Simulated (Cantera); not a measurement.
Feed: 1 mol C3H6, 0.064 mol O2, held at 1.40 bar.

These are equilibrium values from Cantera (NASA tables, ideal gas, pure condensed phases), not measurements of a reactor. Candidate condensed phases: C, C6H6, C7H8, C8H18, H2O; 110 gas species. Kinetics and transport are ignored.

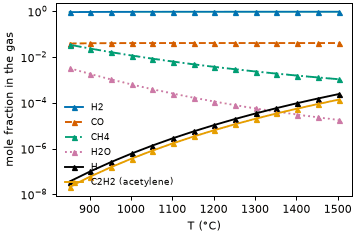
*Equilibrium gas composition (values under 1e-9 drawn at 1e-9)*

**Question.** Read off the mole fractions at 902 °C.

**Answer.** H2 about 0.93, CO about 0.040, CH4 about 0.023, H2O about 0.0018, H about 1.0e-7, C2H2 (acetylene) about 6.0e-8.
